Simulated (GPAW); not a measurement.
# Polarising Mo2COS MXene monolayer with a field along the normal

The dipole of the cell at several fields, atoms fixed. What does the strongest field give, and what length does the slope stand for?

Set-up. GPAW 26.7.0, plane waves (500 eV), PAW setups, PBE, 12×12 mesh, a dipole layer in the vacuum; geometry relaxed without an applied field with GPAW. The cell's area is 8.59 Å², and e/ε0 = 180.95 V Å.

Results, with one row withheld:

| field (V/Å) | dipole (e Å) |
| --- | --- |
| −0.2 | −0.1069 |
| −0.1 | −0.0762 |
| −0.05 | −0.0608 |
| 0.05 | −0.0300 |
| 0.1 | −0.0146 |
| 0.2 | 0.0162 |
| 0.3 | ? |

Q: What is the dipole at 0.3 V/Å?

A: A line through the 6 points has the slope α = 0.308 e Å per V/Å and the intercept p₀ = −0.0454 e Å (r.m.s. residual 2.7e−05). At 0.3 V/Å it gives p = −0.0454 + 0.308 × 0.3 = 0.0470 e Å; the run gives 0.0471 e Å, so the response stays linear to 0.2 % of the induced part. Dividing by ε0 and the area: α/(ε0 A) = 0.308 × 180.95 / 8.59 = 6.48 Å, against 4.96 Å between the outer nuclei.

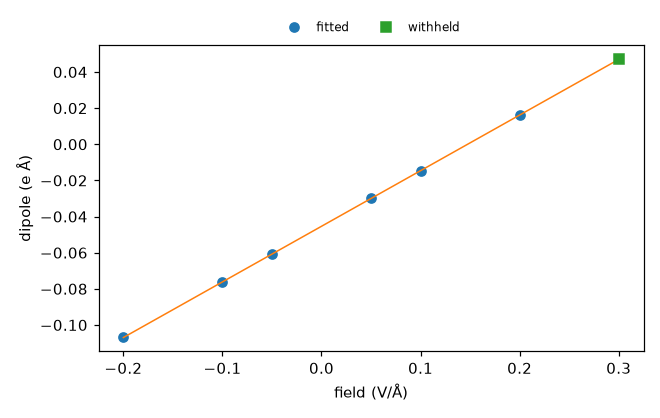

The line and the withheld run.

Caveats: This is the electronic response alone; ions that move would add to it in polar layers. No run was spin-polarised, so magnetic states weren't tested. Layers with unlike faces were relaxed with their cell in a fully periodic cell without the dipole layer, so their atoms felt a small spurious field.
